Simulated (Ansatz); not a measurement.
# BeB2Mo2: relaxing a made-up structure, part 2 of 2

Starting from a made-up structure for BeB2Mo2, the aim is the relaxed cell, its shortest contacts and, where a second run follows, its electronic structure.

Ansatz 0.2.0; DFT, PBEsol, plane-wave PAW, files of the set soft_1, scalar-relativistic, no spin, cell and ions relaxed at zero pressure; PAW set soft_1 (the session's first sound run).

So far: Set-up; Relaxation of the guess.

## 2. Relaxation of the guess (continued)

Step by step:

| step | energy less that of the first step (eV) | largest force component (eV/Å) | pressure (GPa) | volume (Å³) |
| --- | --- | --- | --- | --- |
| 1 | 0.0000 | 0.4745 | -10.75 | 50.44 |
| 2 | -0.1244 | 0.0902 | 6.97 | 47.25 |
| 3 | -0.1462 | 0.0474 | 0.11 | 48.31 |
| 4 | -0.1476 | 0.0064 | -0.06 | 48.34 |
| 5 | -0.1476 | 0.0052 | -0.01 | 48.33 |
| 6* | -0.1470 | 0.0054 | -0.02 | 48.33 |

Relaxation steps marked * repeat the geometry before them on a plane-wave basis chosen anew for their cell, so energy and pressure can jump there.

Forces are held to the 8 operations that the run works with; a distortion that breaks them can't arise in this run.

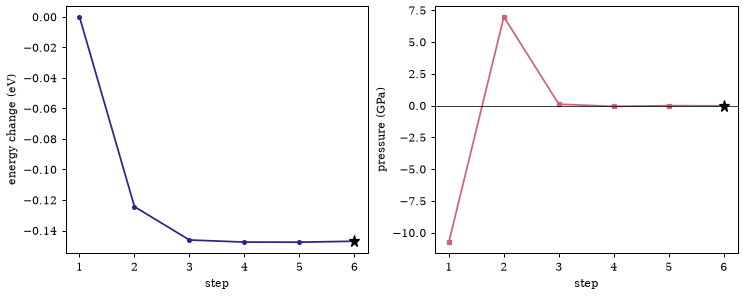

Energy and pressure along the relaxation. Stars mark steps on a basis chosen anew.

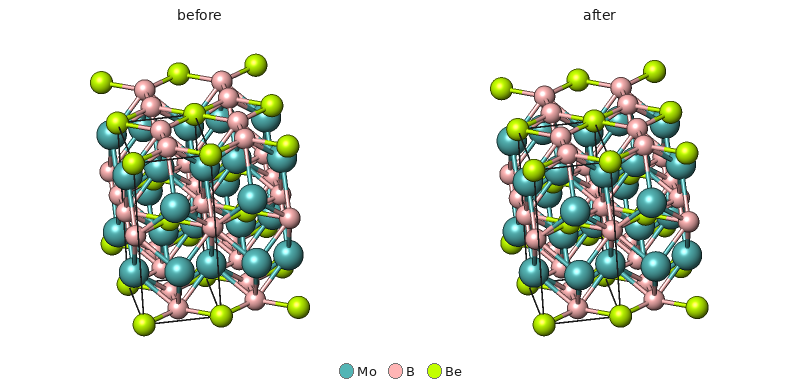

The structure before and after the relaxation, drawn at the same scale.

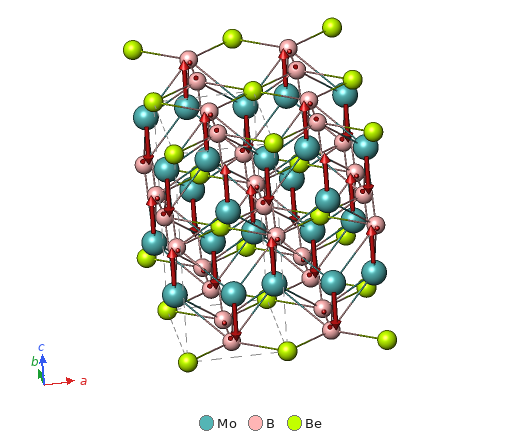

Displacements in the relaxation, exaggerated, measured against the changing cell; the longest in the cell stands for 0.05 Å. 2×2×1 conventional cells are drawn. Some periodic images of atoms are drawn too.

| conventional cell, symmetrised | before | after | change |
| --- | --- | --- | --- |
| a (Å) | 3.175 | 3.146 | -0.9 % |
| b (Å) | 4.481 | 4.527 | +1.0 % |
| c (Å) | 7.090 | 6.788 | -4.3 % |
| volume (Å³/atom) | 10.09 | 9.67 | -4.2 % |

The atoms that moved most (Å, as changes of fractional coordinates times the final cell):

| atom | dx | dy | dz | length |
| --- | --- | --- | --- | --- |
| Mo1 | 0.000 | 0.000 | -0.053 | 0.053 |
| Mo2 | 0.000 | 0.000 | 0.053 | 0.053 |

The relaxed structure:

```cif
data_structure
_symmetry_space_group_name_H-M 'P 1'
_symmetry_Int_Tables_number 1
_cell_length_a 4.3721
_cell_length_b 4.3721
_cell_length_c 4.3721
_cell_angle_alpha 137.827
_cell_angle_beta 117.648
_cell_angle_gamma 78.161
_cell_volume 48.33
loop_
_atom_site_label
_atom_site_type_symbol
_atom_site_fract_x
_atom_site_fract_y
_atom_site_fract_z
_atom_site_occupancy
Mo1 Mo 0.29362 0.79362 0.50000 1
Mo2 Mo 0.70638 0.20638 0.50000 1
B3 B 0.29253 0.50000 0.79253 1
B4 B 0.70747 0.50000 0.20747 1
Be5 Be 0.00000 0.00000 0.00000 1
```

This step gave:

* free energy: -10192.9620 eV
* energy at zero smearing: -10192.9524 eV
* smearing term TS: 0.01917 eV
* Fermi energy: 18.23 eV
* electrons: 36
* symmetry operations: 8
* pressure: -0.02271 GPa

Shortest distances by pair of elements, guess and relaxed (not always the same contact):

| pair | guess (Å) | relaxed (Å) |
| --- | --- | --- |
| B–B | 1.869 | 1.878 |
| B–Be | 2.056 | 2.056 |
| B–Mo | 2.318 | 2.306 |
| Be–Mo | 2.646 | 2.539 |
| Mo–Mo | 2.815 | 2.802 |

The relaxation ends with a largest force component of 0.0054 eV/Å and a pressure of -0.02 GPa.

## 3. Bands of the relaxed cell

A second self-consistent run takes a narrower smearing and the mesh shown in its input; the bands follow along the standard path of the relaxed lattice.

This step: DFT, PBEsol, plane-wave PAW, files of the set soft_1, scalar-relativistic, no spin, bands and density of states at the relaxed cell; PAW set soft_1 (Ansatz 0.2.0).

Input file input.yaml:

```yaml
crystal:
  lattice:
    - [-1.5729869613, 2.2633115141, 3.3939071192]
    - [1.5729869613, -2.2633115141, 3.3939071192]
    - [1.5729869613, 2.2633115141, -3.3939071192]
  atoms:
    - { symbol: Mo, position: [0.2936228902, 0.7936228902, 0.5] }
    - { symbol: Mo, position: [0.7063771098, 0.2063771098, 0.5] }
    - { symbol: B, position: [0.292531541, 0.5, 0.792531541] }
    - { symbol: B, position: [0.707468459, 0.5, 0.207468459] }
    - { symbol: Be, position: [0.0, 0.0, 0.0] }
kpoints:
  mp_grid: { grid: [12, 12, 12] }
  band_path:
    path:
      - [[0.0, 0.0, 0.0], [-0.30370199, 0.30370199, 0.30370199], [-0.16488252, 0.16488252, 0.44252145], [0.0, 0.0, 0.5], [0.25, 0.25, 0.25], [0.0, 0.5, 0.0], [0.30370199, 0.69629801, -0.30370199], [0.5, 0.5, -0.5], [0.0, 0.0, 0.0], [0.36118054, -0.36118054, 0.36118054], [0.5, 0.0, 0.0], [0.25, 0.25, 0.25]]
      - [[0.16488252, -0.16488252, 0.55747855], [0.36118054, -0.36118054, 0.36118054]]
      - [[0.63881946, 0.36118054, -0.36118054], [0.5, 0.5, -0.5]]
    npoints: 6
scf:
  occupations: { method: fermi_dirac, width: 0.03 }
  n_extra_bands: 9
hamiltonian:
  xc: pbesol
  pseudopotentials: { kind: paw, azcp: { folder: soft_1 }, xc_functional: pbe }
output:
  forces: true
  stress: true
  write_bands: true
  dos: { projected: true }
  write_density: true
  write_potential: true
  elf: true
  volumetric_format: npy
```

On the command line:

```
$ ansatz run input.yaml --threads 4 --pin off --max-ram 8192MiB --backend cpu --events-out ev --progress --plain --runs-dir out
```

Numbers of over 12 decimals in the logs are rounded to 6 here.

Log:

```text
[...]
Crystal: 5 atoms, lattice volume = 48.331 Å³
Basis set: ecut = 420 eV, 961 PW (Γ), exchange–correlation on 60×60×60 points (8 copies of the dense FFT grid, shifted against one another)
Bands: 27, of which v1, the nominal top of the filled ones, is band 18 counted from 1 (17 counted from 0)
Symmetry: 8 space group operations
[...]
k-points: 280 of 1728
[...]
SCF iter   1: F=—  HF=-10198.542548 eV  |F-HF|=—  |Δ(HF+E_count)|=         —  Δρ=1.59e-1  dr2=2.20e1  ethr=3.10e-3  ⟨swp⟩=5.9  Hψ=34815  notcnv=0
[...]
SCF iter   8: F=-10192.953687 eV  HF=-10192.953687 eV  |F-HF|=1.64e-9  |Δ(HF+E_count)|=   2.99e-8  Δρ=2.36e-6  dr2=2.67e-9  ethr=2.78e-10  ⟨swp⟩=12.8  Hψ=47751  notcnv=0
SCF 1 converged in 8 iterations: F = -10192.953687 eV  dr2 = 2.67e-9
[...]
NSCF: frozen V_eff on 81 k-points
SCF converged after 8 iterations
Free energy (F): -10192.953687 eV
[...]
Internal energy: -10192.945750 eV  (E = F + TS)
E sigma→0 (E₀):  -10192.949719 eV
Entropy (-TS):   -0.007937 eV (-1.587 meV/atom)
Fermi energy:    18.240178 eV
[...]
--- Forces (eV/Å), atoms counted from 1 ---
  atom   1  Mo     0.00000000     0.00000000     0.07983705
  atom   2  Mo     0.00000000     0.00000000    -0.07983705
  atom   3  B      0.00000000     0.01991068     0.00000000
  atom   4  B      0.00000000    -0.01991068     0.00000000
  atom   5  Be     0.00000000     0.00000000     0.00000000
  max |Σ_I F_I| component: 1.39e-17 eV/Å
--- Stress (GPa, compression-positive) ---
       -0.377838       0.000000       0.000000
        0.000000       0.029225       0.000000
        0.000000       0.000000       0.254364
  P = ⅓ Tr σ = -0.0314 GPa (-0.314 kbar)
--- Band table (eV; the first three rows and the last of 280) ---
  k-point 0: bands = [... 14 lower, 14.8006, 15.3554, 17.1926, 19.1396, 19.2291, 20.6591, 21.3118, 22.6919, ... 5 higher]
  k-point 1: bands = [... 14 lower, 14.8127, 15.2340, 16.8523, 19.0925, 19.1448, 20.5030, 21.6648, 22.7784, ... 5 higher]
  k-point 2: bands = [... 14 lower, 14.9528, 15.1580, 16.0712, 18.7933, 19.1068, 20.2540, 22.0011, 22.0511, ... 5 higher]
  k-point 279: bands = [... 14 lower, 15.6167, 15.9905, 17.3000, 18.1526, 18.2044, 18.2172, 18.5362, 19.0241, ... 5 higher]
```

Elapsed: 5.5 s, on 4 threads of Intel Xeon Platinum 8375C at 2.90GHz (Ice Lake), shared host; peak memory 0.63 GiB; 21 s of CPU time.

This step gave:

* free energy: -10192.9537 eV
* energy at zero smearing: -10192.9497 eV
* smearing term TS: 0.007937 eV
* Fermi energy: 18.24 eV
* pressure: -0.03142 GPa

From bands.tsv, the bands that come nearest the Fermi level along the path, at its corners, in eV from the Fermi level:

```tsv
point	band 15	band 16	band 17	band 18	band 19	band 20	band 21	band 22
Γ	-3.44	-2.88	-1.05	0.90	0.99	2.42	3.07	4.45
X	-4.40	-3.27	-2.60	-0.04	0.98	1.16	2.05	2.59
L	-4.04	-2.80	-2.32	-0.36	0.81	1.36	2.07	2.20
T	-3.74	-2.26	-1.96	0.04	1.40	1.60	2.02	2.15
W	-3.07	-2.28	-1.49	-1.09	-0.79	1.69	1.86	3.84
R	-3.96	-3.74	-2.71	0.43	1.60	2.34	3.09	3.32
X1	-4.40	-3.27	-2.60	-0.04	0.98	1.16	2.05	2.59
Z	-2.62	-2.25	-0.94	-0.09	-0.04	-0.02	0.30	0.78
Γ	-3.44	-2.88	-1.05	0.90	0.99	2.42	3.07	4.45
Y	-2.88	-1.75	-1.71	-0.94	-0.73	0.30	0.77	2.31
S	-3.03	-2.70	-1.99	-0.53	-0.50	0.85	1.11	3.27
W	-3.07	-2.28	-1.49	-1.09	-0.79	1.69	1.86	3.84
L1	-4.04	-2.80	-2.32	-0.36	0.81	1.36	2.07	2.20
Y	-2.88	-1.75	-1.71	-0.94	-0.73	0.30	0.77	2.31
Y1	-2.88	-1.75	-1.71	-0.94	-0.73	0.30	0.77	2.31
Z	-2.62	-2.25	-0.94	-0.09	-0.04	-0.02	0.30	0.78
```

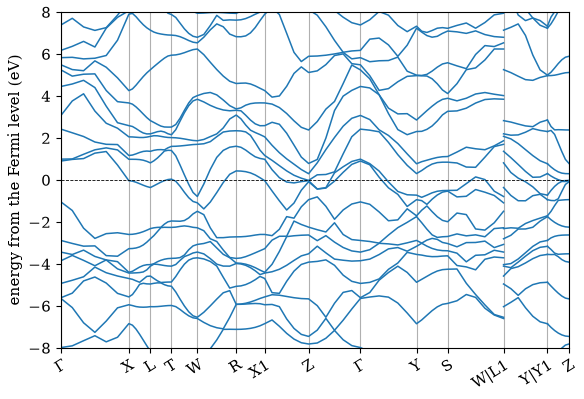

Bands along the path. 9 bands lie wholly below the window drawn.

States per cell as run, both spins, in windows of 1 eV, from dos.tsv (zero at the Fermi level):

```
from  to  total
  -8  -7   0.72
  -7  -6   1.41
  -6  -5   2.03
  -5  -4   2.67
  -4  -3   4.31
  -3  -2   2.78
  -2  -1   0.95
  -1   0   1.87
   0   1   2.24
   1   2   2.58
   2   3   1.83
   3   4   2.61
   4   5   1.61
   5   6   1.80
```

Below -8 eV lie 19.3 more states.

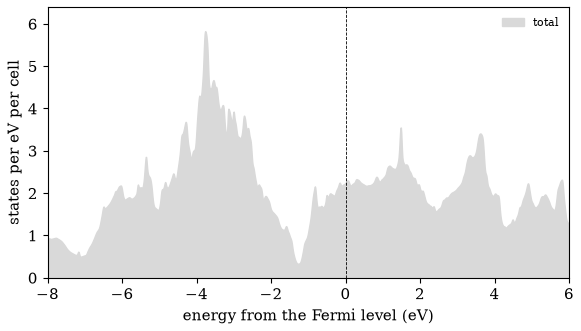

Total density of states, smoothed over about 0.04 eV.

Force by atom:

| atom | x (eV/Å) | y (eV/Å) | z (eV/Å) | size |
| --- | --- | --- | --- | --- |
| Mo1 | 0.0000 | 0.0000 | 0.0798 | 0.0798 |
| Mo2 | 0.0000 | 0.0000 | -0.0798 | 0.0798 |
| B3 | 0.0000 | 0.0199 | 0.0000 | 0.0199 |
| B4 | 0.0000 | -0.0199 | 0.0000 | 0.0199 |
| Be5 | 0.0000 | 0.0000 | 0.0000 | 0.0000 |

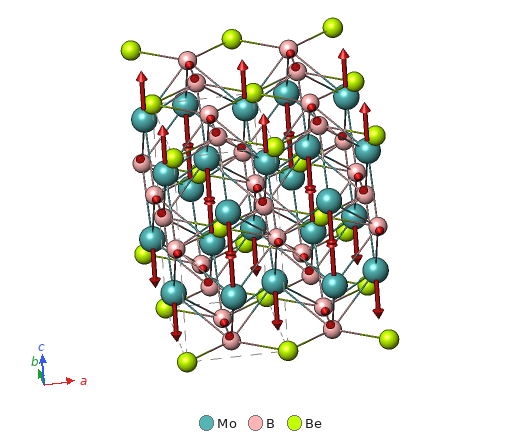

Force as arrows, the longest 0.0798 eV/Å. 2×2×1 conventional cells are drawn. Some periodic images of atoms are drawn too.

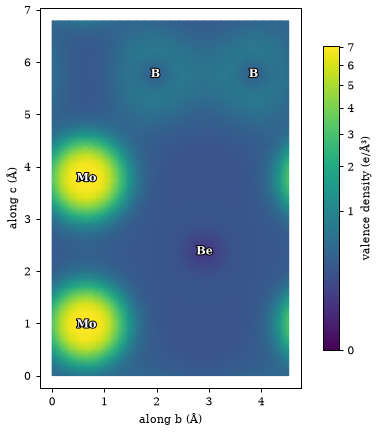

Valence density in the bc plane of the conventional cell at fractional x = 0.000, with atoms of Mo and B and Be within 0.2 Å of it. It is the smooth field of the valence electrons, not physical close to the nuclei. The map starts off the cell's origin, so that atoms lie inside it. The colour scale is stretched toward low values.

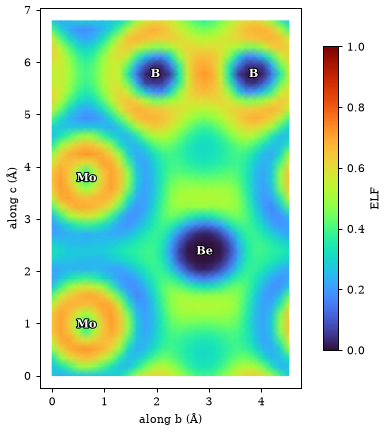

ELF in the bc plane of the conventional cell at fractional x = 0.000, with atoms of Mo and B and Be within 0.2 Å of it. It is the smooth field of the valence electrons, not physical close to the nuclei. The map starts off the cell's origin, so that atoms lie inside it.

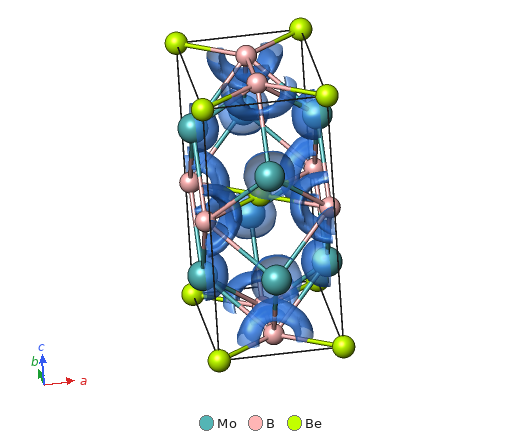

Surface of ELF = 0.65.

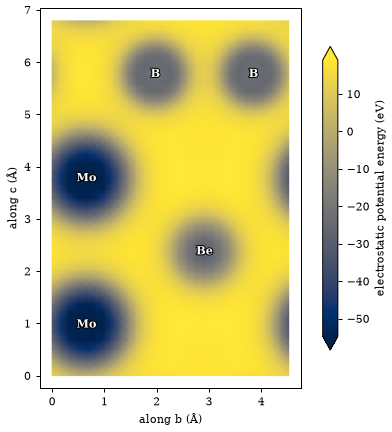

Electrostatic potential energy in the bc plane of the conventional cell at fractional x = 0.000, with atoms of Mo and B and Be within 0.2 Å of it. With pseudopotentials it is smooth inside the atoms' cores, unlike the true potential. The map starts off the cell's origin, so that atoms lie inside it.

## 4. Outcome

```json
{"space group, relaxed": "Immm", "conventional cell": "a = 3.146, b = 4.527, c = 6.788 Å; α = 90.0°, β = 90.0°, γ = 90.0°", "volume per atom": "9.67 Å³ (guess 10.09)"}
```

BeB2Mo2 relaxes to Immm with a = 3.146, b = 4.527 and c = 6.788 Å. The guessed volume was 4 % too large. The space group Immm was held in the relaxation, so the end point is a stationary structure within it and may be a saddle against distortions or other arrangements. Bands cross the Fermi level, so it is a metal or semimetal at this level. On the 12×12×12 mesh with the narrower smearing (relaxed on 10×10×10) the largest force component is 0.080 eV/Å and the largest stress component is 0.378 GPa, against the relaxation's thresholds of 0.015 eV/Å and 0.05 GPa. The cutoff wasn't tested. No dispersion term is used, so weakly bound directions may come out too long. The runs have no spin, and magnetism wasn't tested. Nothing here tests whether the compound is stable against decomposition.

[Logs are printed without paths, hosts, clocks, repeated set-up lines and the standing remarks that a program may print on its own settings, such as how far it seeks lower states.]

[Hosts, paths, dates, database ids (printed as entryN), source tags and the programs' standing remarks are cut or masked in the printed files.]
